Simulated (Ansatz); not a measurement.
## C$_{3}$H$_{8}$N$_{2}$Si: geometry relaxation

C$_{3}$H$_{8}$N$_{2}$Si, SMILES CN(C)C1=N[SiH2]1, computed with RHF/def2-SVP (Ansatz 0.2.0).

It belongs to a series of runs on one base structure; here: end point A relaxed. Figures and captions count atoms from 1; the log counts them from 0 in places.

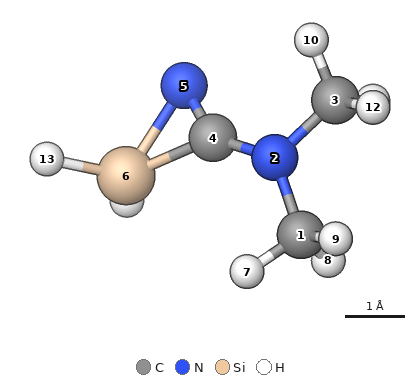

The structure as given in the input (ball-and-stick view, seen at a tilt; atoms are numbered from 1 in the order of the input).

Input
```yaml
crystal:
  periodic: [false, false, false]
  atoms:
    - { symbol: C, position_ang: [-0.8781, -0.8595, 1.0903] }
    - { symbol: "N", position_ang: [0.2256, -0.2337, 0.421] }
    - { symbol: C, position_ang: [1.41, -1.0366, 0.4097] }
    - { symbol: C, position_ang: [0.1673, 0.7149, -0.5437] }
    - { symbol: "N", position_ang: [0.781, 1.2349, -1.4693] }
    - { symbol: Si, position_ang: [-0.9328, 1.8874, -1.3471] }
    - { symbol: H, position_ang: [-1.6446, -0.0458, 1.3211] }
    - { symbol: H, position_ang: [-1.3556, -1.5482, 0.4263] }
    - { symbol: H, position_ang: [-0.6395, -1.2784, 2.0629] }
    - { symbol: H, position_ang: [2.3292, -0.4189, 0.2562] }
    - { symbol: H, position_ang: [1.3752, -1.8138, -0.3259] }
    - { symbol: H, position_ang: [1.6093, -1.5154, 1.4111] }
    - { symbol: H, position_ang: [-0.8586, 3.3483, -1.0615] }
    - { symbol: H, position_ang: [-1.6014, 1.5358, -2.6223] }
basis:
  gaussian: { orbitals: def2-SVP }
hamiltonian:
  xc: hf
relax:
  f_tol: 0.015
  max_steps: 40
output:
  orbitals: {}
```

Machine: 2 threads of Arm Neoverse V1, 24 GiB of memory available, shared host.

Run as:
```bash
ansatz run input.yaml --threads 2 --pin off --max-ram 3072MiB --backend cpu --events-out ev --progress --plain --runs-dir out
```

Log
```
The last accepted step is kept in [file] (removed where the run ends without a failure and the disk answers)
Engine: ansatz 0.2.0, aarch64-unknown-linux-gnu
Functional definition: HF
  exchange = exact_x
  correlation = 0
1435 factors; integrals over basis functions are off by at most 3.0e-4 eV
mean field evaluation 1: about -14029.6721 eV, gradient 3.8e1 eV
mean field evaluation 2: about -14029.8727 eV, gradient 3.8e1 eV
mean field evaluation 4: about -14033.8887 eV, gradient 5.6e0 eV
mean field evaluation 8: about -14033.9955 eV, gradient 4.1e-1 eV
mean field -14033.99747589 eV, -515.7398946537 hartree, gradient 2.1e-5 eV, S^2 0.000000; 0 other end points of the search recorded, 0 dependent functions left out
the calculation of the forces begins
reference -14033.99747589 eV, -515.7398946537 hartree; 27, 27 occupied and 101, 101 virtual orbitals, 1435 factors
relax step   1: F+E_penalty+E_count = -14033.99747589 eV  Δ(F+E_penalty+E_count) = +0.000e0 eV  max|allowed force component| = 3.213e0 eV/Å  Δτ_max = 0.0000 Å  (38 SCF iters, accepted)
these checks for a lower state are left out or cut short: starts, cluster_reference, orbital_swaps, neighbouring_geometries, increment
1435 factors; integrals over basis functions are off by at most 2.7e-4 eV
mean field evaluation 16: about -14034.5931 eV, gradient 7.4e-1 eV
mean field -14034.59485641 eV, -515.7618479832 hartree, gradient 3.1e-5 eV, S^2 0.000000; 0 other end points of the search recorded, 0 dependent functions left out
[... from here on the field's lines of each further geometry are left out, up to the last ...]
relax step   2: F+E_penalty+E_count = -14034.59485641 eV  Δ(F+E_penalty+E_count) = -5.974e-1 eV  max|allowed force component| = 2.857e0 eV/Å  Δτ_max = 0.1246 Å  (36 SCF iters, accepted)
relax step   3: F+E_penalty+E_count = -14034.82814527 eV  Δ(F+E_penalty+E_count) = -2.333e-1 eV  max|allowed force component| = 1.104e0 eV/Å  Δτ_max = 0.1353 Å  (37 SCF iters, accepted)
relax step   4: F+E_penalty+E_count = -14034.87127513 eV  Δ(F+E_penalty+E_count) = -4.313e-2 eV  max|allowed force component| = 2.045e-1 eV/Å  Δτ_max = 0.0419 Å  (36 SCF iters, accepted)
relax step   5: F+E_penalty+E_count = -14034.87863888 eV  Δ(F+E_penalty+E_count) = -7.364e-3 eV  max|allowed force component| = 8.270e-2 eV/Å  Δτ_max = 0.0400 Å  (37 SCF iters, accepted)
relax step   6: F+E_penalty+E_count = -14034.88155423 eV  Δ(F+E_penalty+E_count) = -2.915e-3 eV  max|allowed force component| = 1.606e-1 eV/Å  Δτ_max = 0.0643 Å  (35 SCF iters, accepted)
relax step   7: F+E_penalty+E_count = -14034.88347009 eV  Δ(F+E_penalty+E_count) = -1.916e-3 eV  max|allowed force component| = 5.471e-1 eV/Å  Δτ_max = 0.1615 Å  (37 SCF iters, accepted)
relax step   8: F+E_penalty+E_count = -14034.88959526 eV  Δ(F+E_penalty+E_count) = -6.125e-3 eV  max|allowed force component| = 1.132e-1 eV/Å  Δτ_max = 0.0498 Å  (37 SCF iters, accepted)
relax step   9: F+E_penalty+E_count = -14034.88887147 eV  Δ(F+E_penalty+E_count) = +7.238e-4 eV  max|allowed force component| = 1.828e-1 eV/Å  Δτ_max = 0.0585 Å  (36 SCF iters, rejected (line search))
relax step  10: F+E_penalty+E_count = -14034.89172247 eV  Δ(F+E_penalty+E_count) = -2.127e-3 eV  max|allowed force component| = 3.824e-2 eV/Å  Δτ_max = 0.0287 Å  (37 SCF iters, accepted)
relax step  11: F+E_penalty+E_count = -14034.89276873 eV  Δ(F+E_penalty+E_count) = -1.046e-3 eV  max|allowed force component| = 1.903e-1 eV/Å  Δτ_max = 0.0976 Å  (35 SCF iters, accepted)
relax step  12: F+E_penalty+E_count = -14034.89490279 eV  Δ(F+E_penalty+E_count) = -2.134e-3 eV  max|allowed force component| = 4.345e-2 eV/Å  Δτ_max = 0.0127 Å  (30 SCF iters, accepted)
relax step  13: F+E_penalty+E_count = -14034.89584464 eV  Δ(F+E_penalty+E_count) = -9.418e-4 eV  max|allowed force component| = 3.691e-2 eV/Å  Δτ_max = 0.0336 Å  (37 SCF iters, accepted)
relax step  14: F+E_penalty+E_count = -14034.89648195 eV  Δ(F+E_penalty+E_count) = -6.373e-4 eV  max|allowed force component| = 5.084e-2 eV/Å  Δτ_max = 0.0543 Å  (36 SCF iters, accepted)
relax step  15: F+E_penalty+E_count = -14034.89671591 eV  Δ(F+E_penalty+E_count) = -2.340e-4 eV  max|allowed force component| = 3.689e-2 eV/Å  Δτ_max = 0.0187 Å  (38 SCF iters, accepted)
relax step  16: F+E_penalty+E_count = -14034.89687901 eV  Δ(F+E_penalty+E_count) = -1.631e-4 eV  max|allowed force component| = 1.669e-2 eV/Å  Δτ_max = 0.0297 Å  (36 SCF iters, accepted)
the calculation of the forces begins
reference -14034.89694136 eV, -515.7729494001 hartree; 27, 27 occupied and 101, 101 virtual orbitals, 1435 factors
relax step  17: F+E_penalty+E_count = -14034.89694136 eV  Δ(F+E_penalty+E_count) = -6.235e-5 eV  max|allowed force component| = 6.443e-3 eV/Å  Δτ_max = 0.0045 Å  (30 SCF iters, accepted)
1435 factors; integrals over basis functions are off by at most 3.0e-4 eV
mean field evaluation 128: about -14033.5376 eV, gradient 2.4e1 eV
```

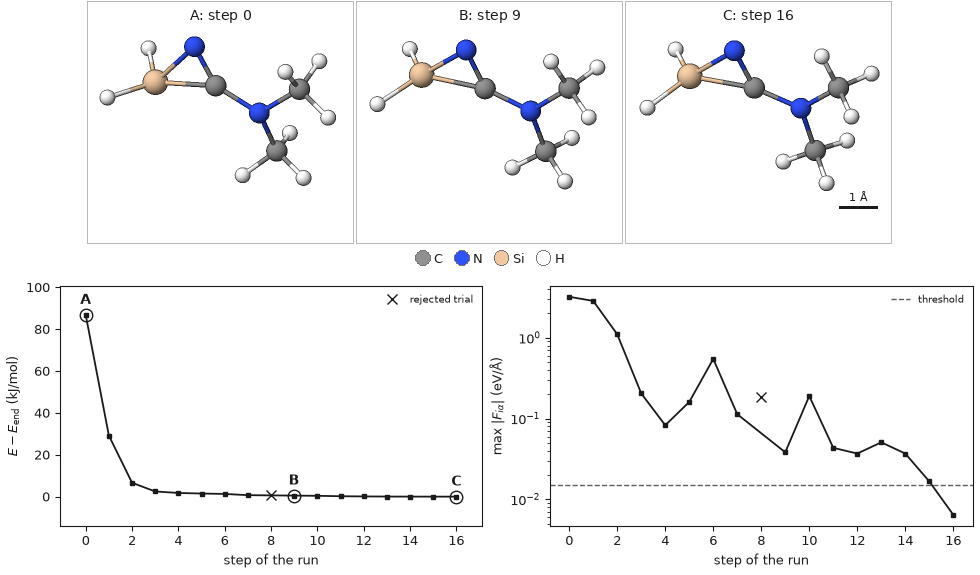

Frames of the relaxation (ball-and-stick view, seen at a tilt) above the curves, on which the letters mark them (the first geometry is step 0 here and step 1 in the log).

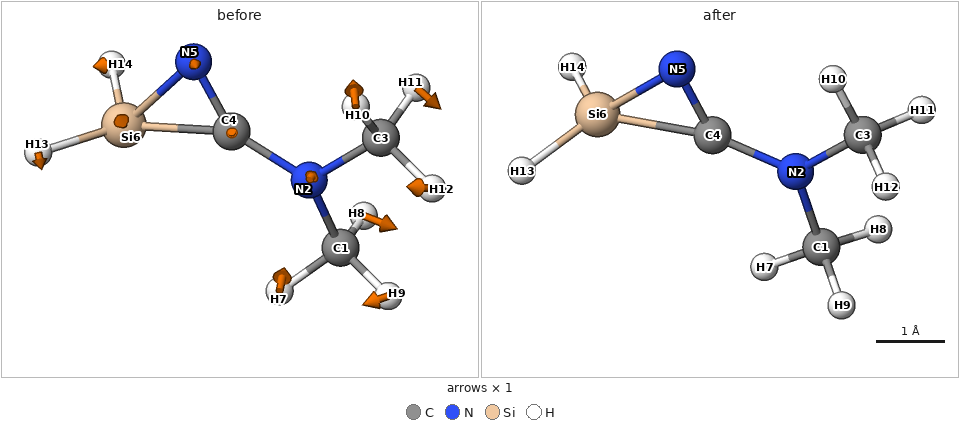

Before (left) and after (right) the relaxation, at one scale (ball-and-stick view, seen at a tilt). The orange arrows give the displacements, at true length. The energy falls by 86.8 kJ/mol in 16 geometry steps. Largest force component: 3.2 eV/Å at the start, 0.0064 eV/Å at the end. The line search rejected the trial step at point 8 (counted from 0) and went back. The largest moves after the best rigid fit, 0.57 Å, are those of H8 and H10. Largest moves by element: H 0.57 Å, Si 0.30 Å, N 0.23 Å, C 0.16 Å. Distances before and after: N5–Si6 1.838 → 1.741 Å, C4–N5 1.226 → 1.281 Å, C1–H7 1.141 → 1.087 Å, C3–H12 1.128 → 1.093 Å. Among the angles that change: N2–C4–Si6 143.3° → 161.8°, N5–Si6–H14 106.2° → 121.2°, N2–C4–N5 144.4° → 131.3°. (Atoms are counted from 1 in the order of the input.)

```
mean field -14034.89694136 eV, -515.7729494001 hartree, gradient 1.4e-5 eV, S^2 0.000000; 1 other end points of the search recorded, 0 dependent functions left out
the calculation of the forces begins
reference -14034.89694136 eV, -515.7729494001 hartree; 27, 27 occupied and 101, 101 virtual orbitals, 1435 factors
Total energy: -14034.89694136 eV, -515.7729494001 hartree
Atom 0 at    -0.938500    -0.899469     1.052785 Å, force     0.005812     0.000871    -0.002149 eV/Å
Atom 1 at     0.159978    -0.397132     0.269657 Å, force    -0.002658    -0.000332     0.002753 eV/Å
Atom 2 at     1.434715    -1.070763     0.375652 Å, force     0.001143    -0.001852    -0.001128 eV/Å
Atom 3 at     0.022847     0.659325    -0.541755 Å, force    -0.003077     0.004049    -0.006443 eV/Å
Atom 4 at     0.861048     1.248691    -1.310366 Å, force     0.002589    -0.001901     0.004924 eV/Å
Atom 5 at    -0.686436     2.039754    -1.418860 Å, force     0.002877    -0.002474    -0.000849 eV/Å
Atom 6 at    -1.824969    -0.297895     0.868532 Å, force    -0.001736     0.000946    -0.000021 eV/Å
Atom 7 at    -1.165651    -1.937548     0.793827 Å, force    -0.000873    -0.001034    -0.000039 eV/Å
Atom 8 at    -0.711197    -0.861081     2.121955 Å, force     0.000334    -0.000356     0.000445 eV/Å
Atom 9 at     2.153292    -0.570983    -0.266633 Å, force    -0.001902    -0.001794     0.001860 eV/Å
Atom 10 at     1.349690    -2.116225     0.066465 Å, force     0.000399     0.004838     0.001896 eV/Å
Atom 11 at     1.802295    -1.047329     1.405159 Å, force    -0.001272     0.000539    -0.003917 eV/Å
Atom 12 at    -0.922130     3.348711    -0.785568 Å, force    -0.000227    -0.000885     0.000746 eV/Å
Atom 13 at    -1.547983     1.872944    -2.602049 Å, force    -0.001410    -0.000615     0.001923 eV/Å
Dipole moment:    -0.416846    -0.235799     0.334936 e Å
```

Trajectory as extended XYZ (Å, eV, eV/Å), 7 of the 17 frames kept, from step=1 to step=17
```
14
Properties=species:S:1:pos:R:3:forces:R:3 step=1 energy=-14033.99748
C    -0.8781   -0.8595    1.0903   -2.2284   3.2133  -0.0286
N     0.2256   -0.2337    0.4210    2.2143  -0.3393   0.3878
C     1.4100   -1.0366    0.4097    2.3431   0.2513   1.7086
C     0.1673    0.7149   -0.5437   -3.1212  -0.7685   1.7124
N     0.7810    1.2349   -1.4693    0.9312   0.1763  -0.4201
Si   -0.9328    1.8874   -1.3471    1.2713   0.7594  -1.1727
H    -1.6446   -0.0458    1.3211    0.8639  -1.1713  -0.3826
H    -1.3556   -1.5482    0.4263   -0.4496  -1.0419  -0.1011
H    -0.6395   -1.2784    2.0629    0.5416  -0.2414  -0.2498
H     2.3292   -0.4189    0.2562   -0.9429  -0.4002  -0.2984
H     1.3752   -1.8138   -0.3259    0.0561  -0.6392  -0.6575
H     1.6093   -1.5154    1.4111   -0.6097   0.4476  -0.9965
H    -0.8586    3.3483   -1.0615   -0.4734  -0.3754   0.0914
H    -1.6014    1.5358   -2.6223   -0.3963   0.1292   0.4069
14
Properties=species:S:1:pos:R:3:forces:R:3 step=4 energy=-14034.87127
C    -0.9274   -0.8435    1.0859    0.1236  -0.0621  -0.0181
N     0.2234   -0.2746    0.4234   -0.0941  -0.1869   0.0283
C     1.4539   -1.0372    0.4084   -0.0400   0.0115  -0.0558
C     0.0458    0.6752   -0.5077   -0.1870   0.0566   0.1143
N     0.8442    1.1658   -1.3736    0.1743   0.1263  -0.2045
Si   -0.7052    1.9616   -1.4869   -0.1248  -0.0787   0.1383
H    -1.7042   -0.0901    1.1659   -0.0873   0.0308   0.0205
H    -1.3350   -1.7088    0.5498    0.0202   0.0207  -0.0093
H    -0.6601   -1.1724    2.0910    0.0236   0.0519   0.0020
H     2.2661   -0.3930    0.0850    0.0287  -0.0143  -0.0102
H     1.4001   -1.8934   -0.2746   -0.0045   0.0270   0.0410
H     1.6657   -1.4063    1.4107    0.0254  -0.0029   0.0364
H    -0.9235    3.3267   -0.9779    0.0722   0.0109  -0.0252
H    -1.6569    1.6609   -2.5704    0.0698   0.0090  -0.0578
14
Properties=species:S:1:pos:R:3:forces:R:3 step=6 energy=-14034.88155
C    -0.9320   -0.8693    1.0973   -0.0371  -0.0222   0.0318
N     0.1954   -0.3015    0.4062   -0.0028   0.0929  -0.1377
C     1.4435   -1.0330    0.3947   -0.0282   0.0209   0.0068
C     0.0208    0.6704   -0.5056    0.1447  -0.0337   0.0212
N     0.8417    1.1720   -1.3512   -0.1606   0.0483   0.0251
Si   -0.7019    1.9770   -1.4775    0.0673  -0.0212  -0.0231
H    -1.7383   -0.1413    1.1487   -0.0002   0.0138  -0.0214
H    -1.3121   -1.7690    0.6023   -0.0004  -0.0363   0.0022
H    -0.6523   -1.1369    2.1166    0.0141  -0.0075   0.0281
H     2.2258   -0.3863    0.0105    0.0339  -0.0117  -0.0009
H     1.3916   -1.9231   -0.2392   -0.0179  -0.0429  -0.0063
H     1.6996   -1.3434    1.4066    0.0123  -0.0121   0.0605
H    -0.8923    3.3454   -0.9692   -0.0123   0.0042   0.0158
H    -1.6025    1.7101   -2.6115   -0.0129   0.0074  -0.0021
14
Properties=species:S:1:pos:R:3:forces:R:3 step=9 energy=-14034.88887 accepted=F
C    -0.9300   -0.8747    1.0791    0.0502  -0.0330  -0.0422
N     0.1914   -0.3247    0.3611   -0.0631  -0.0803  -0.0903
C     1.4419   -1.0508    0.3929    0.0025  -0.0373   0.0269
C     0.0219    0.6570   -0.5371    0.0850   0.1079   0.1828
N     0.8474    1.2096   -1.3441    0.0214  -0.0173  -0.0380
Si   -0.6996    2.0008   -1.4561   -0.0615   0.0180  -0.0663
H    -1.7693   -0.1890    1.0301   -0.0599   0.0692  -0.0096
H    -1.2486   -1.8367    0.6668    0.0009  -0.0485  -0.0191
H    -0.6740   -1.0276    2.1276    0.0315   0.0003   0.0655
H     2.2069   -0.4639   -0.1071   -0.0111  -0.0046   0.0155
H     1.3560   -2.0179   -0.1151    0.0125   0.0203   0.0251
H     1.7463   -1.2324    1.4268   -0.0133   0.0221  -0.0493
H    -0.9269    3.3371   -0.8767    0.0192  -0.0192  -0.0067
H    -1.5765    1.7841   -2.6194   -0.0142   0.0023   0.0059
14
Properties=species:S:1:pos:R:3:forces:R:3 step=12 energy=-14034.89490
C    -0.9339   -0.8862    1.0654   -0.0071  -0.0079   0.0106
N     0.1797   -0.3525    0.3245   -0.0204  -0.0435  -0.0064
C     1.4399   -1.0581    0.3900    0.0236  -0.0178  -0.0005
C     0.0257    0.6633   -0.5351    0.0046   0.0415   0.0137
N     0.8512    1.2234   -1.3379    0.0075  -0.0097  -0.0001
Si   -0.6959    2.0163   -1.4435   -0.0038   0.0023  -0.0022
H    -1.7884   -0.2192    0.9735    0.0188  -0.0220   0.0025
H    -1.2261   -1.8767    0.6991    0.0092   0.0291   0.0126
H    -0.6820   -0.9800    2.1252   -0.0095   0.0067  -0.0258
H     2.1882   -0.4987   -0.1645   -0.0179  -0.0191   0.0152
H     1.3582   -2.0613   -0.0423    0.0010   0.0374   0.0166
H     1.7655   -1.1587    1.4287   -0.0050   0.0073  -0.0330
H    -0.9139    3.3476   -0.8513   -0.0013  -0.0045  -0.0023
H    -1.5811    1.8119   -2.6030    0.0003   0.0002  -0.0008
14
Properties=species:S:1:pos:R:3:forces:R:3 step=14 energy=-14034.89648
C    -0.9368   -0.8962    1.0593   -0.0449  -0.0129   0.0290
N     0.1651   -0.3816    0.2900    0.0063   0.0073  -0.0169
C     1.4357   -1.0654    0.3796    0.0117  -0.0096   0.0064
C     0.0220    0.6619   -0.5380    0.0306  -0.0283   0.0069
N     0.8585    1.2380   -1.3188   -0.0271   0.0138   0.0044
Si   -0.6876    2.0323   -1.4299    0.0011  -0.0026   0.0028
H    -1.8131   -0.2688    0.9075    0.0302  -0.0317   0.0109
H    -1.1885   -1.9202    0.7614    0.0144   0.0508   0.0144
H    -0.6989   -0.9049    2.1279   -0.0129   0.0004  -0.0508
H     2.1635   -0.5387   -0.2305   -0.0068  -0.0156   0.0114
H     1.3536   -2.0966    0.0219    0.0011   0.0261   0.0111
H     1.7886   -1.0891    1.4146   -0.0077   0.0005  -0.0281
H    -0.9178    3.3492   -0.8112    0.0014   0.0007  -0.0031
H    -1.5574    1.8511   -2.6050    0.0026   0.0010   0.0015
14
Properties=species:S:1:pos:R:3:forces:R:3 step=17 energy=-14034.89694
C    -0.9385   -0.8995    1.0528    0.0058   0.0009  -0.0021
N     0.1600   -0.3971    0.2697   -0.0027  -0.0003   0.0028
C     1.4347   -1.0708    0.3757    0.0011  -0.0019  -0.0011
C     0.0228    0.6593   -0.5418   -0.0031   0.0040  -0.0064
N     0.8610    1.2487   -1.3104    0.0026  -0.0019   0.0049
Si   -0.6864    2.0398   -1.4189    0.0029  -0.0025  -0.0008
H    -1.8250   -0.2979    0.8685   -0.0017   0.0009   0.0000
H    -1.1657   -1.9375    0.7938   -0.0009  -0.0010   0.0000
H    -0.7112   -0.8611    2.1220    0.0003  -0.0004   0.0004
H     2.1533   -0.5710   -0.2666   -0.0019  -0.0018   0.0019
H     1.3497   -2.1162    0.0665    0.0004   0.0048   0.0019
H     1.8023   -1.0473    1.4052   -0.0013   0.0005  -0.0039
H    -0.9221    3.3487   -0.7856   -0.0002  -0.0009   0.0007
H    -1.5480    1.8729   -2.6020   -0.0014  -0.0006   0.0019
```

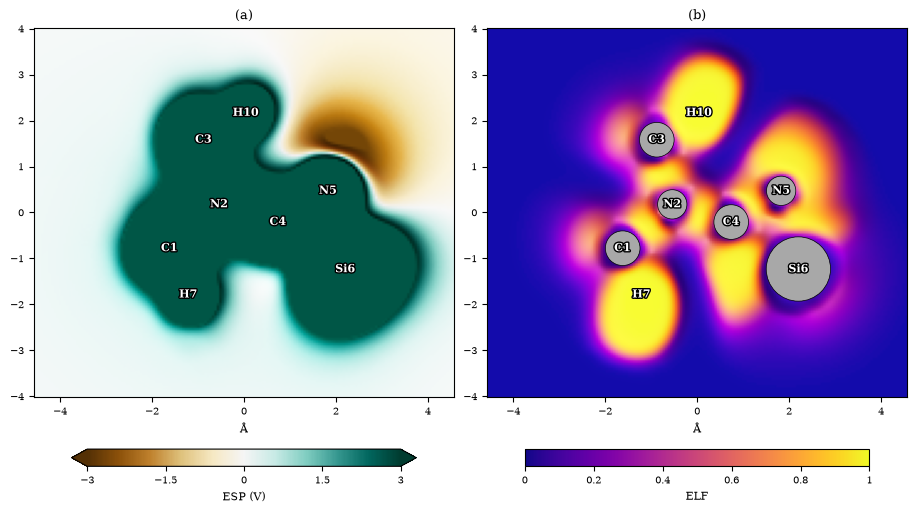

(a) molecular electrostatic potential; (b) ELF on the plane of atoms N2, C3 and H10. Grey discs, where drawn, cover atomic cores. Atoms in the plane: C, N, Si and H. C–N (1.28 Å): the ELF peaks at about 0.90 between the atoms (a double or triple bond). C–Si (1.78 Å): the ELF peaks at about 0.70 between the atoms. C–H (1.09 Å): the ELF climbs to about 1 towards the hydrogen, as it does in any bond to H (a covalent bond by its length). C–N (1.34 Å): the ELF peaks at about 0.95 between the atoms (a shared electron pair).

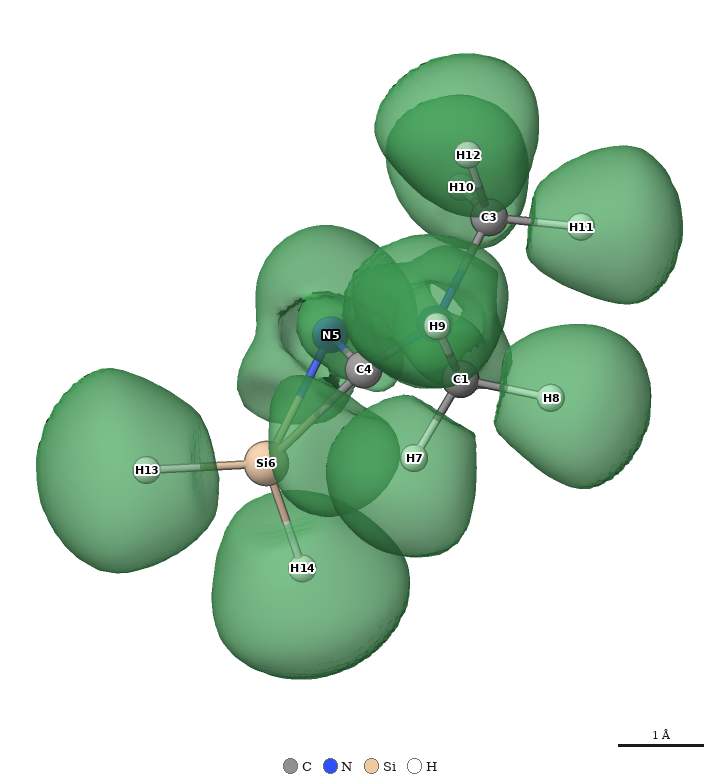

Isosurface of the electron localisation function at 0.75 (green), seen at an oblique angle. Only the valence region is drawn (cores and ρ < 0.01 e/Å³ removed). Along the contacts the grid gives the following. C–N (1.28 Å): the ELF peaks at about 0.90 between the atoms (a double or triple bond). Si–N (1.74 Å): the ELF peaks at about 0.80 between the atoms, which marks a polar covalent bond.

Results in brief

| quantity | value |
| --- | --- |
| outcome | converged |
| total energy | −14034.8969 eV |
| mean-field energy | −14034.8969 eV |
| largest force (length of the vector) at the end | 0.008 eV/Å |
| wall time | 40 s (CPU time 78 s) |
| peak memory | 0.3 GiB |
